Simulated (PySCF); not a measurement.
C$_{5}$H$_{9}$FOSi

```xyz
17

F     3.8771   -0.2172    0.6414
C     2.7362    0.2913    0.1204
O     1.6960   -0.5109    0.5576
C     0.4361   -0.1877    0.1440
C     0.0595    0.8223   -0.6424
Si   -1.7910    0.8102   -0.8946
C    -2.0013   -0.5507    0.4272
C    -0.6066   -1.1435    0.6526
H     2.8396    0.2749   -0.9775
H     2.6406    1.3277    0.4855
H     0.7561    1.5278   -1.0618
H    -2.2055    0.3890   -2.2387
H    -2.4582    2.0676   -0.5455
H    -2.3648   -0.1138    1.3564
H    -2.7110   -1.3277    0.1539
H    -0.4949   -2.0841    0.1069
H    -0.4148   -1.3632    1.7045
```

Geometry: GFN2-xTB.

The calculation used PBE0/pcSseg-1, SCF density, gas phase, non-relativistic in PySCF.

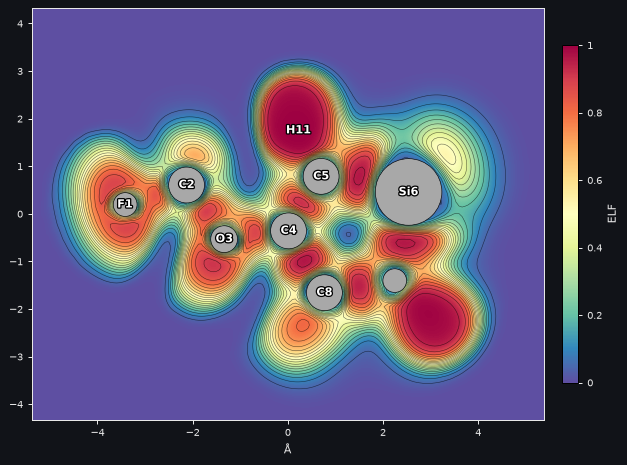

Figure 1. Electron localisation function on the plane of atoms F1, C2 and O3. Grey discs cover the atomic cores.

Question: Interpret the plot.

Answer: The plane passes through F, C, O, Si and H nuclei. C–C (1.33 Å): the ELF peaks at about 0.90 between the atoms (a short, multiple covalent bond). C–F (1.35 Å): the ELF peaks at about 0.85 between the atoms (a polar covalent bond). C–O (1.36 Å): the ELF peaks at about 0.90 between the atoms: a polar covalent bond. C–Si (1.87 Å): the ELF peaks at about 0.95 between the atoms, as expected for localised, covalent bonding. C–H (1.08 Å): the ELF climbs to about 1 towards the hydrogen, as it does in any bond to H: a covalent bond by its length. The ELF also peaks beside O3 and F1, away from the bonds: lone-pair regions.

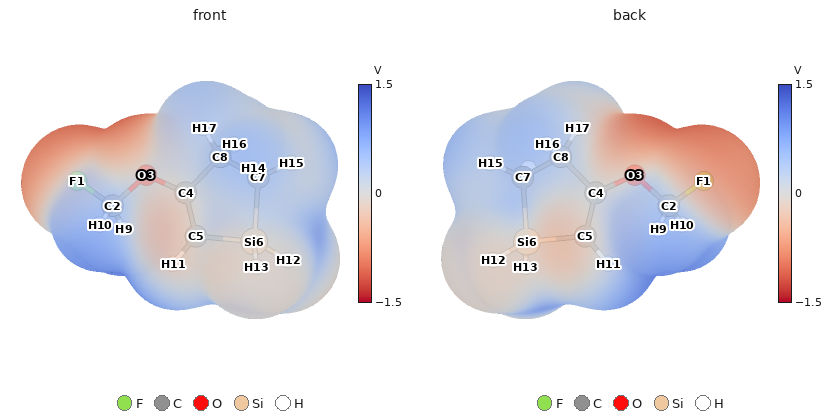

Figure 2. The electrostatic potential painted on the density surface at 0.001 e/bohr³, seen from the front and from behind; red is negative and blue positive.

Question: Describe the electrostatic potential map.

Answer: The most negative region (about −1.0 V) lies over F1 and O3, the most positive (about +1.0 V) over C2, H9, H10 and H11.

Question: How polar is the molecule by this calculation?

Answer: Its dipole moment is 1.47 D.
